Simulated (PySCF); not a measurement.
```yaml
atoms:
  - { symbol: C, position_ang: [-2.0682, -2.2211, -0.4507] }
  - { symbol: C, position_ang: [-1.3038, -1.1396, -0.3300] }
  - { symbol: C, position_ang: [-1.1148, 0.2072, 0.1697] }
  - { symbol: C, position_ang: [-0.0520, -0.5445, -0.0757] }
  - { symbol: O, position_ang: [1.2383, -0.8771, -0.0930] }
  - { symbol: C, position_ang: [2.0975, -0.0477, 0.4212] }
  - { symbol: O, position_ang: [1.8324, 0.6886, 1.3505] }
  - { symbol: H, position_ang: [-3.0561, -2.1334, -0.3201] }
  - { symbol: H, position_ang: [-1.5388, -3.1579, -0.4271] }
  - { symbol: H, position_ang: [-1.3314, 1.1082, 0.7018] }
  - { symbol: H, position_ang: [3.1145, -0.4357, 0.1052] }
```

Geometry: GFN2-xTB, MD frame at 250 fs, 600 K.

Theory: PBE0/pcSseg-1, SCF density, gas phase, non-relativistic in PySCF 2.14.0.

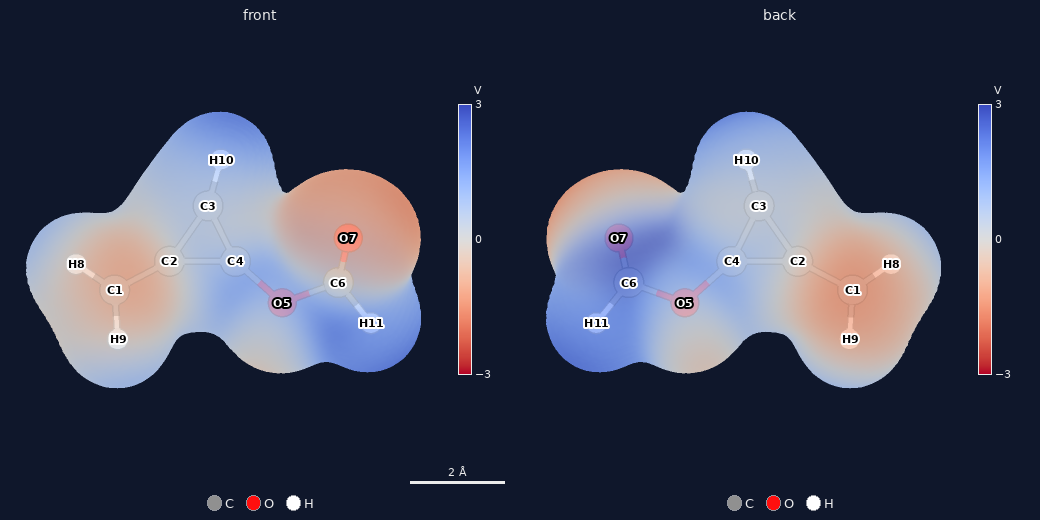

C5H4O2 (SMILES C=C1C=C1OC=O). The molecular electrostatic potential painted on the density surface at 0.004 e/bohr³, seen from the front and from behind; red is negative and blue positive.

### Which sites attract a positive test charge, and which a negative one?

A positive charge is drawn to the negative regions and a negative charge to the positive ones. The most negative region (about −1.4 V) lies over O7, the most positive (about +2.3 V) over the π face of C6. O7 is the likeliest acceptor of a hydrogen bond.

### How polar is the molecule by this calculation?

Its dipole moment is 1.45 D.
